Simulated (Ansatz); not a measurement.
**Profile along the Ca–O line in Ca3PbO (anti-perovskite)**

Ca3PbO (anti-perovskite)

```cif
data_Ca3OPb
_chemical_formula_sum 'Ca3 Pb1 O1'
_space_group_name_H-M_alt 'P 1'
_space_group_IT_number 1
_cell_length_a 4.72814
_cell_length_b 4.72814
_cell_length_c 4.72814
_cell_angle_alpha 90.000
_cell_angle_beta 90.000
_cell_angle_gamma 90.000
loop_
_space_group_symop_operation_xyz
  'x, y, z'
loop_
_atom_site_label
_atom_site_type_symbol
_atom_site_fract_x
_atom_site_fract_y
_atom_site_fract_z
_atom_site_occupancy
Ca1 Ca 0.50000 0.00000 0.50000 1
Ca2 Ca 0.00000 0.50000 0.50000 1
Ca3 Ca 0.50000 0.50000 0.00000 1
Pb1 Pb 0.00000 0.00000 0.00000 1
O1 O 0.50000 0.50000 0.50000 1
```

Fields along a shortest Ca–O line of a {100} plane (2.36 Å), from Ca to O, interpolated on the slice's grid (step about 0.2 Å). All values below come from LDA (plane waves to 420 eV, PAW, scalar-relativistic; Ansatz, an electronic-structure program). k mesh 10×10×10. Inside the PAW spheres the values are not all-electron values, and peaks at nuclei hang on which shells count as valence. At this level the bands of Ca3PbO touch or barely overlap. Ca3PbO was relaxed with its symmetry unable to fall. Spin-orbit coupling is left out, though Pb is heavy.

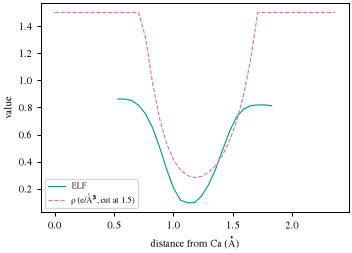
ELF (away from the nuclei) and valence density from Ca to O.

Density on the Ca–O line (2.36 Å) at its midpoint: 0.28 e/Å³. ELF at that point: 0.10.
